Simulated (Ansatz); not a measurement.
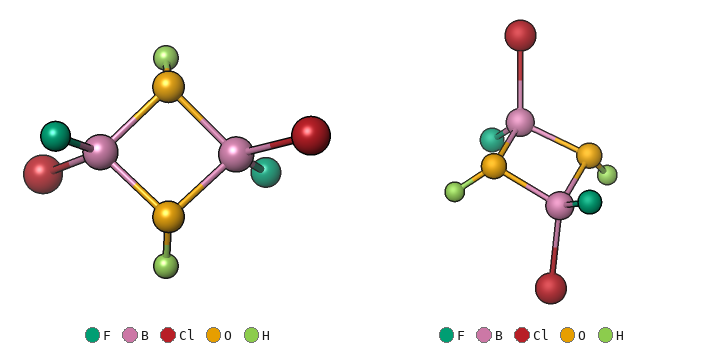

Two views of one molecule.

The computed structure is the end point of a PBE0-D4/def2-TZVP optimisation.

Give the formula.

B2Cl2F2H2O2, 10 atoms: 2 boron, 2 chlorine, 2 fluorine, 2 hydrogen and 2 oxygen.

Describe its rings.

Independent rings (smallest set): 1 of 4 members.

The parts below concern this one geometry. Atoms keep their numbers from picture to picture.

Symmetry

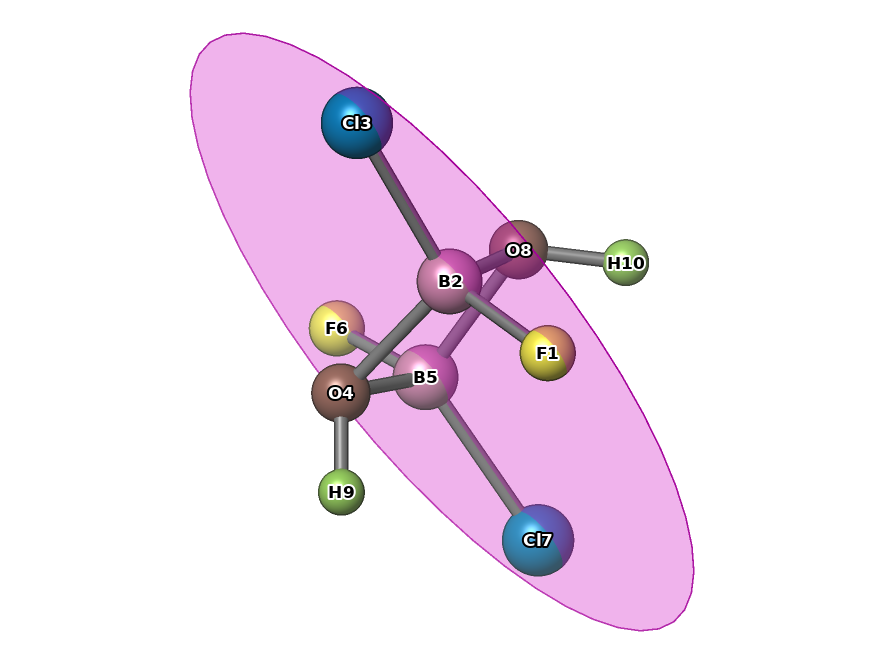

A disc through the centre of mass is drawn in. Depth is shown by fading: the farther an atom, the more it takes the colour of the background.

Is the plane of the disc a mirror plane of the structure?

Yes. The reflection leaves F1, B2, Cl3, B5, F6, Cl7 in place and moves O4 ↔ O8; H9 ↔ H10. The point group is Cs.

Vibrations

Harmonic vibrations computed with RKS PBE0-D4/def2-TZVP (Ansatz 0.2.0) at a stationary point of the same level.

List the wavenumbers.

24 modes: 61, 139, 205, 300, 316, 332, 342, 412, 470, 491, 556, 585, 613, 667, 798, 849, 958, 959, 1056, 1109, 1272, 1300, 3838, 3840 cm⁻¹.

Dipole moment

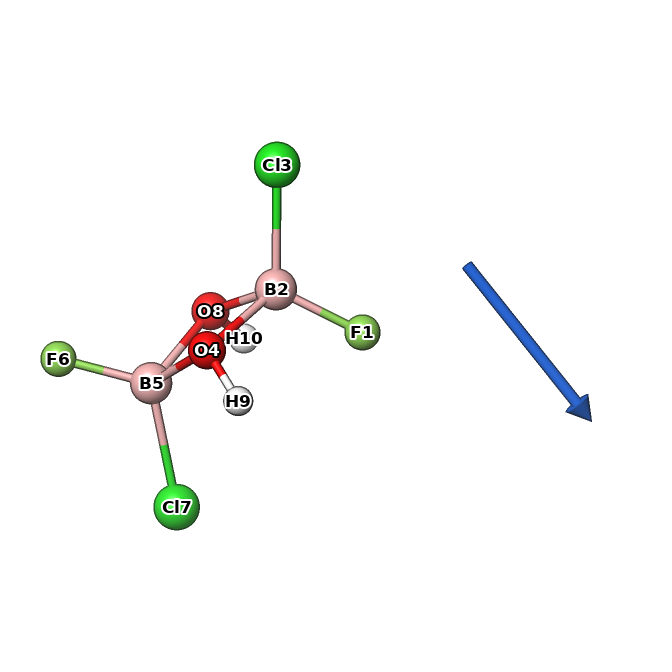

The arrow beside the molecule shows the direction of the dipole moment, from the negative to the positive end (its length means nothing). Properties computed with RKS B3LYP-D4/def2-TZVPP (Ansatz 0.2.0).

Estimate the dipole moment.

1.76 D; it points from the side of Cl3 to the side of Cl7 (the outermost atoms at the two ends).

Charges

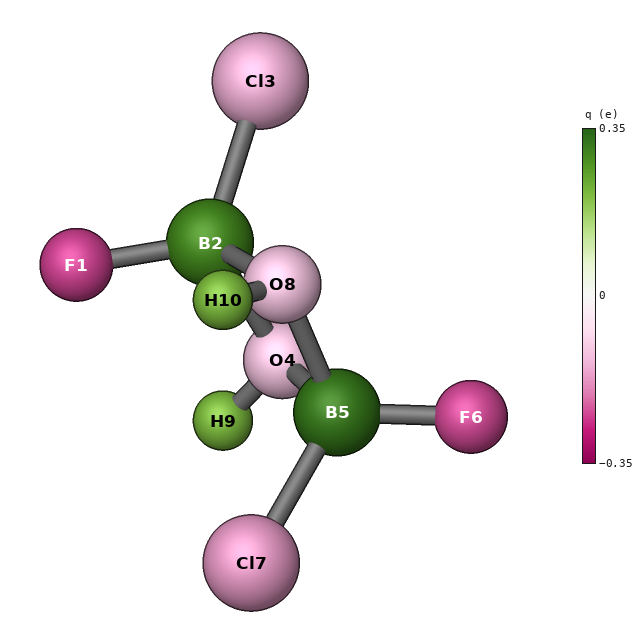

Atoms are coloured by their Mulliken charges. Level of theory: RKS ωB97M-V/def2-TZVPP (Ansatz 0.2.0).

Which atom carries the highest charge (most positive or least negative)?

B5 (0.32 e).

And the lowest?

F1 (−0.25 e).

List the Mulliken charges.

| atom | value (e) |
| --- | --- |
| F1 | −0.25 |
| B2 | 0.30 |
| Cl3 | −0.15 |
| O4 | −0.12 |
| B5 | 0.32 |
| F6 | −0.24 |
| Cl7 | −0.17 |
| O8 | −0.12 |
| H9 | 0.21 |
| H10 | 0.21 |

Mulliken values depend strongly on the basis set and can even reverse the polarity of a bond.
